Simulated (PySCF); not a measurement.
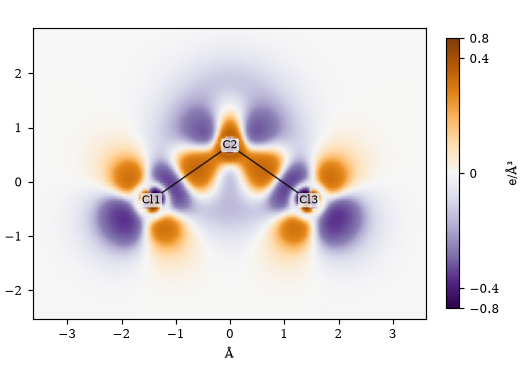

Figure. CHCl₃, SMILES `ClC(Cl)Cl`. Deformation density (molecule less spherical, spin-averaged free atoms) in the plane of Cl1, C2 and Cl3; colour scale in e/Å³, logarithmic beyond ±0.1; orange: gain, purple: loss.

Computed with PySCF, B3LYP/def2-SVP, geometry: GFN2-xTB. No frequency check shows the geometry to be a minimum. GFN2-xTB bond lengths at metals and heavier atoms can be off by up to 0.1 Å and shapes distorted, which carries into these values.

Coordinates in Å:

```
Cl1      1.6183   -0.4339    0.0874
C2       0.0001   -0.0001   -0.4811
Cl3     -1.1850   -1.1845    0.0874
Cl4     -0.4334    1.6184    0.0874
H5      -0.0000   -0.0000   -1.5724
```

> How much density has each bond in this plane gained at its critical point, relative to the free atoms?

Cl1–C2 and C2–Cl3: +0.21 e/Å³ at the bond critical point (bond length 1.77 Å, Mayer order 1.0). In all, 1.2 electrons gather in the regions of gain relative to the promolecule.

> Where do the Hirshfeld charges lie?

The highest Hirshfeld charge is on C2 (+0.06 e), the lowest on Cl1, Cl3 and Cl4 (−0.04 e).
